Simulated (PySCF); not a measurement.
# C2H10BNSi: what the fields show

Input file:

```
{"job": {"kind": "uv", "xc": "wB97X-D", "basis": "def2-SVPD", "nstates": 8, "ntriplets": 3}, "charge": 0, "multiplicity": 1}
B     -2.435042     0.078979    -0.111839
N     -0.786119     0.377681    -0.098947
Si     0.266786    -1.030137    -0.394268
C      2.044681    -0.393986    -0.435407
C      2.447499     0.854546    -0.244856
H     -2.943148     1.128262     0.140246
H     -2.622083    -0.744846     0.726164
H     -2.683217    -0.309605    -1.208871
H     -0.634328     0.801036     0.809325
H     -0.677953     1.107418    -0.793945
H     -0.104260    -1.581936    -1.694552
H      0.075713    -1.937831     0.735417
H      2.803002    -1.140874    -0.633381
H      3.487272     1.140861    -0.282016
H      1.756783     1.658423    -0.040636
```

Run with:

```sh
OMP_NUM_THREADS=1 python probes_run.py task.json out
```

Geometry: GFN2-xTB.

Level of theory: wB97X-D/def2-SVPD, SCF density, gas phase (PySCF).

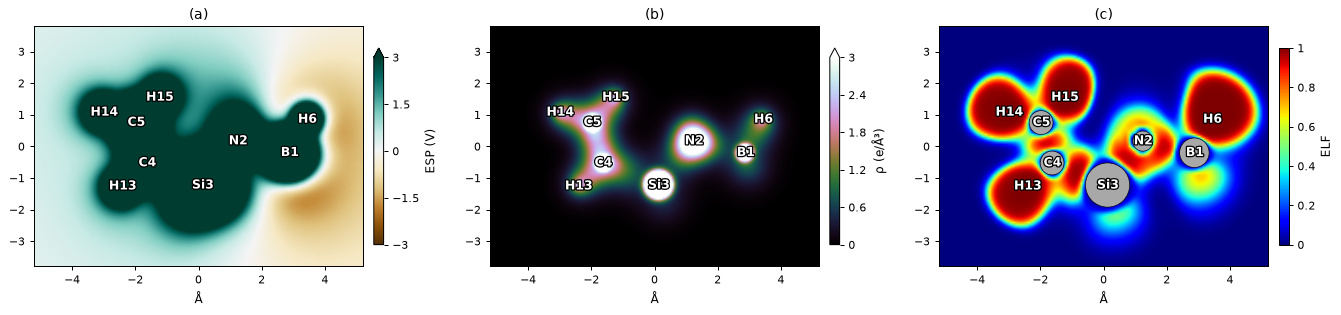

Figure 1. (a) electrostatic potential; (b) electron density; (c) electron localisation function on the plane of atoms C5, C4 and H13. Grey discs cover the atomic cores in the ELF map.

> Describe what can be read from this map.

- Atoms in the plane: B, N, Si, C and H.
- C–C (1.33 Å): ρ is about 2.3 e/Å³ halfway; the ELF peaks at about 0.95 between the atoms; a short, multiple covalent bond.
- B–N (1.68 Å): ρ at the midpoint is about 1.1 e/Å³; the ELF peaks at about 0.95 between the atoms; a shared but strongly polarised pair.
- Si–N (1.78 Å): ρ is about 1 e/Å³ halfway; the ELF peaks at about 0.95 between the atoms; a shared but strongly polarised pair.
- C–Si (1.89 Å): ρ at the midpoint is about 0.96 e/Å³; the ELF peaks at about 1 between the atoms (a covalent bond).
- C–H (1.08 Å): the density is about 2 e/Å³ at the midpoint; the ELF climbs to about 1 towards the hydrogen, as it does in any bond to H: an ordinary covalent bond to hydrogen.
- Outside the dense part of the molecule the potential is most negative (−1.7 V) near H7, which lies off the plane.

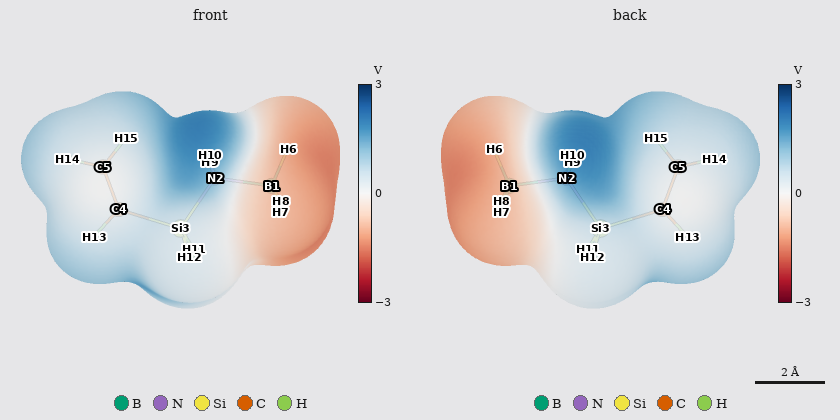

Figure 2. The electrostatic potential painted on the density surface at 0.001 e/bohr³, seen from the front and from behind; the colour scale runs from red (negative) to blue (positive).

> Which sites attract a positive test charge, and which a negative one?

A positive charge is drawn to the negative regions and a negative charge to the positive ones. The most negative region (about −1.5 V) lies over H6, the most positive (about +2.0 V) over H9 and H10.
